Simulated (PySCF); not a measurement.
Molecule: SMILES CC(C)(C)[SiH2]C=O. Atoms near the plane z = 0.0 Å, at the GFN2-xTB optimised geometry (x, y, z in Å): C2 (0.5, -0.1, 0.0), C3 (2.1, -0.1, 0.0), C4 (0.0, 1.3, 0.0), H11 (2.5, -1.1, 0.0), H12 (2.5, 0.4, -0.9), H13 (2.4, 0.4, 0.9), H14 (-1.0, 1.4, 0.0), H15 (0.4, 1.9, -0.9), H16 (0.4, 1.8, 0.9), H19 (-2.5, -1.9, -0.7).

Calculation: B3LYP/def2-SVP (PySCF). Cells within 0.4 Å of a nucleus heavier than hydrogen are left out (blank, or x). The values are rescaled to run from 0 to 1.

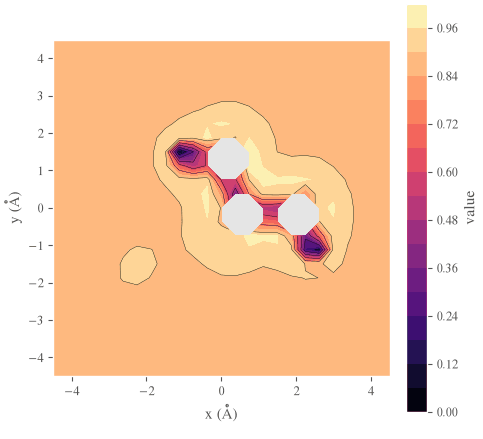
a field on the plane z = 0.0 Å.

Which quantity is mapped?
A) electrostatic potential
B) deformation density (molecule minus spherical neutral atoms)
C) Laplacian of the electron density
D) log10 of the electron density

C, Laplacian of the electron density. In full: Laplacian of the electron density (e/bohr⁵), clipped to [-1.50, 1.50].
